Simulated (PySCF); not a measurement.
Cr(NH)F4 (CrF₄HN).

PySCF calculation, TPSS/def2-TZVP, gas phase; geometry: GFN2-xTB. This is a single-reference result, which may miss multireference character in this system. No frequency check shows the geometry to be a minimum. A basis without diffuse functions makes polarisabilities too small. GFN2-xTB bond lengths at metals and heavier atoms can be off by up to 0.1 Å and shapes distorted, which carries into these values.

Geometry (Å), atoms numbered from 1:

```
Cr1     -0.0002    0.0001    0.0001
N2       0.0000   -0.0002    1.6337
H3       0.0014   -0.0084    2.6454
F4       1.2868   -1.0507   -0.3917
F5       1.0515    1.2866   -0.3907
F6      -1.2868    1.0514   -0.3904
F7      -1.0510   -1.2864   -0.3921
```

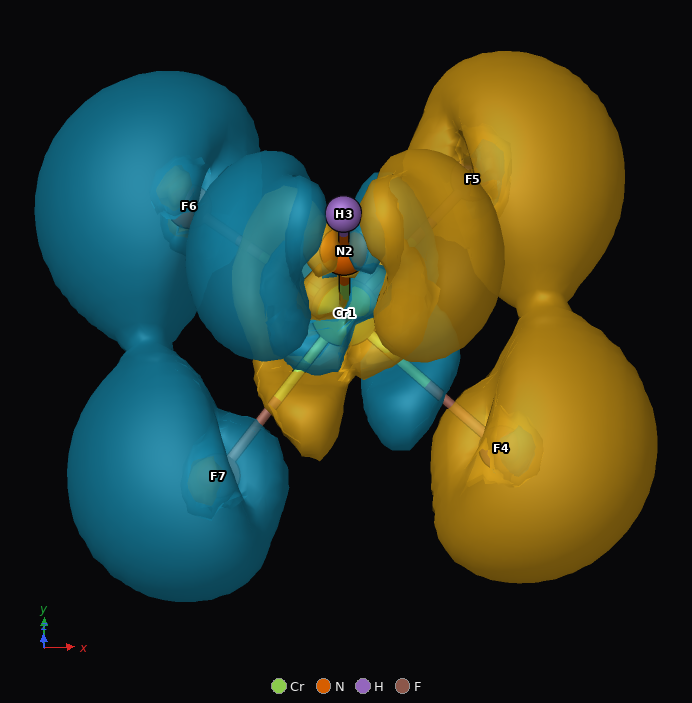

Change of the electron density in a uniform field of 0.41 V/Å, surfaces at ±0.002 e/Å³ (yellow: gain, teal: loss).

The field was applied in both directions; the picture shows the one opposite to the script's first.

Question: Along which Cartesian direction does the field point?

Answer: Along −x: electrons gather on the +x side, against the field.

Question: What dipole is induced, and what polarisability does it imply?

Answer: The induced dipole is 0.92 D (along the field); α along this axis, from the fields in both directions, is 45 bohr³ (6.7 Å³).
